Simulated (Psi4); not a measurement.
# NH3 (ammonia): CC2/heavy-aug-cc-pVTZ

Aim: the energy change on altering one bond length of NH3 (ammonia) at CC2/heavy-aug-cc-pVTZ, from 2 runs. 

The calculation is run with Psi4 1.11.

1 further run of the same task is left out (set aside as unsound or not needed).

## 1. The structure to begin with

NH3: 4 atoms, total charge 0, spin state singlet. SMILES: `N`. Geometry: relaxed at GFN2-xTB.

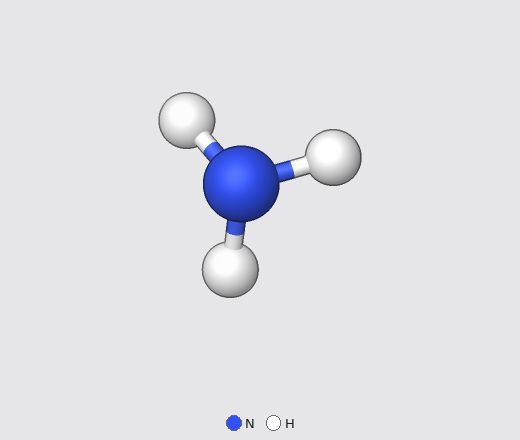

Viewed from a chosen angle; nitrogen blue, hydrogen white.

## 2. A single-point energy at CC2/heavy-aug-cc-pVTZ

Contents of h3n.json:

```json
{
  "schema_name": "qcschema_input",
  "schema_version": 1,
  "molecule": {
    "schema_name": "qcschema_molecule",
    "schema_version": 2,
    "symbols": ["N", "H", "H", "H"],
    "geometry": [-0.12880373, 0.45888219, 0.20420381, 0.92961297, -0.56780601, 1.42368187, -1.68556011, -0.56808947, -0.22364909, 0.88475087, 0.67699438, -1.40423659],
    "molecular_charge": 0,
    "molecular_multiplicity": 1,
    "fix_symmetry": "c1"
  },
  "driver": "energy",
  "model": {
    "method": "cc2",
    "basis": "heavy-aug-cc-pVTZ"
  },
  "keywords": {
    "freeze_core": true,
    "scf_type": "pk"
  }
}
```

Run with:

```
$ psi4 --qcschema h3n.json -n 1 --memory 1600MB
```

stdout, shortened:

```text
[...]
  Running in c1 symmetry.
[...]
  Nuclear repulsion =   11.945306882314719
[...]
  Multiplicity = 1
[...]
  Nalpha       = 5
  Nbeta        = 5
[...]
    Number of basis functions: 88
[...]
   @RHF iter   1:   -56.12963295806362   -4.62027e-01   5.10298e-03 ADIIS/DIIS
[...]
   @RHF iter  10:   -56.22018402829217   -5.93303e-12   3.64109e-09 DIIS
[...]
    Orbital Energies [Eh]
    ---------------------
    Doubly Occupied:
       1A    -15.541084     2A     -1.140467     3A     -0.630004
       4A     -0.629875     5A     -0.426437
[...]
  @RHF Final Energy:   -56.22018402829217
   => Energetics <=
    Nuclear Repulsion Energy =             11.9453068823147195
    One-Electron Energy =                 -99.5952475279753457
    Two-Electron Energy =                  31.4297566173684473
    Total Energy =                        -56.2201840282921737
[...]
 Multipole Moments:
 ------------------------------------------------------------------------------------
     Multipole            Electronic (a.u.)      Nuclear  (a.u.)        Total (a.u.)
 ------------------------------------------------------------------------------------
 L = 1.  Multiply by 2.5417464519 to convert [e a0] to [Debye]
 Dipole X            :         -0.0563765            0.2102521            0.1538756
 Dipole Y            :          0.2003594           -0.7490616           -0.5487022
 Dipole Z            :          0.0892627           -0.3333310           -0.2440682
 Magnitude           :                                                    0.6199363
[...]
      * MP2 total energy                      =  -56.459285539551303
[...]
```

The result, in JSON:

```text
{
 "driver": "energy",
 "model": {
  "method": "cc2",
  "basis": "heavy-aug-cc-pVTZ"
 },
 "success": true,
 "return_result": -56.46088198208412,
 "properties": {
  "calcinfo_nbasis": 88,
  "calcinfo_nmo": 88,
  "calcinfo_nalpha": 5,
  "calcinfo_nbeta": 5,
  "calcinfo_natom": 4,
  "nuclear_repulsion_energy": 11.94530688231472,
  "return_energy": -56.46088198208412,
  "scf_one_electron_energy": -99.59524752797535,
  "scf_two_electron_energy": 31.429756617368447,
  "scf_dipole_moment": [0.15387561576323794, -0.54870216775181, -0.24406823626393032],
  "scf_total_energy": -56.220184028292174,
  "scf_iterations": 10,
  "mp2_same_spin_correlation_energy": -0.0529938041299467,
  "mp2_opposite_spin_correlation_energy": -0.18610770712871377,
  "mp2_singles_energy": -1.761516934639015e-26,
  "mp2_doubles_energy": -0.23910151125866047,
  "mp2_correlation_energy": -0.23910151125866047,
  "mp2_total_energy": -56.4592855395513
 }
}
```

Run time: 11 s. Hardware: 1 thread of INTEL XEON PLATINUM 8581C at 2.10GHz (Emerald Rapids), shared host; peak memory 0.94 GiB.

## 3. The distorted shape at the same level

Contents of h3n.xyz:

```xyz
4
H3N
N     -0.908271     1.057756    -0.859892
H      0.491930    -0.300470     0.753380
H     -1.732071     0.514306    -1.086302
H     -0.371921     1.173176    -1.711042
```

Contents of calc.py:

```python
import psi4

psi4.set_memory(1600000000)
psi4.set_num_threads(1)
psi4.set_output_file('psi4.out', False)

with open('h3n.xyz') as f:
    atoms = ''.join(f.readlines()[2:])
mol = psi4.geometry('0 1\n' + atoms + 'symmetry c1')

psi4.set_options({
    'basis': 'heavy-aug-cc-pVTZ',
    'freeze_core': True,
    'scf_type': 'pk',
})

result, w = psi4.energy("cc2", return_wfn=True)
print(f'total energy {result:.8f} hartree = {result * 27.211386:.5f} eV')
```

Run with:

```
$ python calc.py
```

psi4.out, shortened:

```text
[...]
  Running in c1 symmetry.
[...]
  Nuclear repulsion =    9.456160621346493
[...]
  Multiplicity = 1
[...]
  Nalpha       = 5
  Nbeta        = 5
[...]
    Number of basis functions: 88
[...]
   @RHF iter   1:   -55.63980752805482   -4.14226e-01   7.10244e-03 ADIIS/DIIS
[...]
   @RHF iter  13:   -55.95386856234628   -1.70388e-11   3.81097e-09 DIIS
[...]
    Orbital Energies [Eh]
    ---------------------
    Doubly Occupied:
       1A    -15.647820     2A     -1.138950     3A     -0.682006
       4A     -0.513729     5A     -0.335380
[...]
  @RHF Final Energy:   -55.95386856234628
   => Energetics <=
    Nuclear Repulsion Energy =              9.4561606213464930
    One-Electron Energy =                 -94.1842871907896750
    Two-Electron Energy =                  28.7742580070968970
    Total Energy =                        -55.9538685623462797
[...]
 Multipole Moments:
 ------------------------------------------------------------------------------------
     Multipole            Electronic (a.u.)      Nuclear  (a.u.)        Total (a.u.)
 ------------------------------------------------------------------------------------
 L = 1.  Multiply by 2.5417464519 to convert [e a0] to [Debye]
 Dipole X            :         -1.0956923            0.8581214           -0.2375709
 Dipole Y            :          1.2272635           -1.3775089           -0.1502455
 Dipole Z            :         -1.0889225            0.4131256           -0.6757969
 Magnitude           :                                                    0.7319256
[...]
      * MP2 total energy                      =  -56.236338625858025
[...]
```

The script printed:

```text
total energy -56.25252454 hartree = -1530.70916 eV
```

It took 14 s on 1 thread of INTEL XEON PLATINUM 8581C at 2.10GHz (Emerald Rapids), shared host; peak memory 0.93 GiB.

## 4. Results

At CC2/heavy-aug-cc-pVTZ, 1 core orbital frozen:

| quantity | value |
| --- | --- |
| first shape: ground-state or mean-field energy | -56.46088 Eh |
| first shape: HOMO energy (Hartree–Fock orbitals) | -11.60 eV |
| first shape: LUMO energy (Hartree–Fock orbitals) | 2.21 eV |
| first shape: HOMO–LUMO gap (Hartree–Fock orbitals) | 13.81 eV |
| first shape: correlation energy (1 core orbital frozen) | -240.7 mEh |
| first shape: T1 diagnostic | 0.010 |
| distorted shape: ground-state or mean-field energy | -56.25252 Eh |
| distorted shape: HOMO energy (Hartree–Fock orbitals) | -9.13 eV |
| distorted shape: LUMO energy (Hartree–Fock orbitals) | -1.44 eV |
| distorted shape: HOMO–LUMO gap (Hartree–Fock orbitals) | 7.69 eV |
| distorted shape: correlation energy (1 core orbital frozen) | -298.7 mEh |
| distorted shape: T1 diagnostic | 0.053 |
| energy change with the N1–H2 bond stretched from 1.013 to 2.531 Å | 5.670 eV |

One bond (distorted shape) is far stretched, which a spin-restricted single reference describes badly; a broken-symmetry solution may lie lower. With the N1–H2 bond stretched from 1.013 to 2.531 Å the energy rises by 5.67 eV (547 kJ/mol). The first shape isn't relaxed at this level, so the change isn't measured from a minimum. A restricted reference can't describe the breaking bond well at this length. The T1 diagnostic (distorted shape) of 0.053 is above the customary mark for such species, so a single reference may not serve.
